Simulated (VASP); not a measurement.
Band structure of Sb (a7). Method: r2SCAN meta-GGA with spin-orbit coupling, VASP's PBE PAW potentials (set 64) (plane waves; VASP).

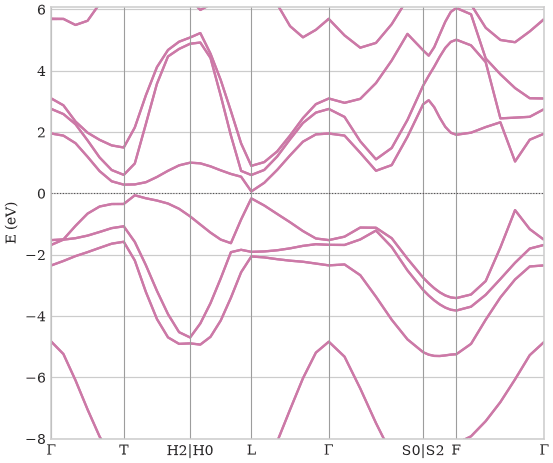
Figure: Bands along high-symmetry lines, zero at the valence-band maximum or, without a gap, the Fermi level

Task: Read the plot: is there a gap, and where are the band edges?

Result: The gap is indirect, 0.07 eV, from the valence maximum at (0.43, 0.29, 0.29) to the conduction minimum at L.

The compound is Sb in the a7 structure. It was relaxed first.
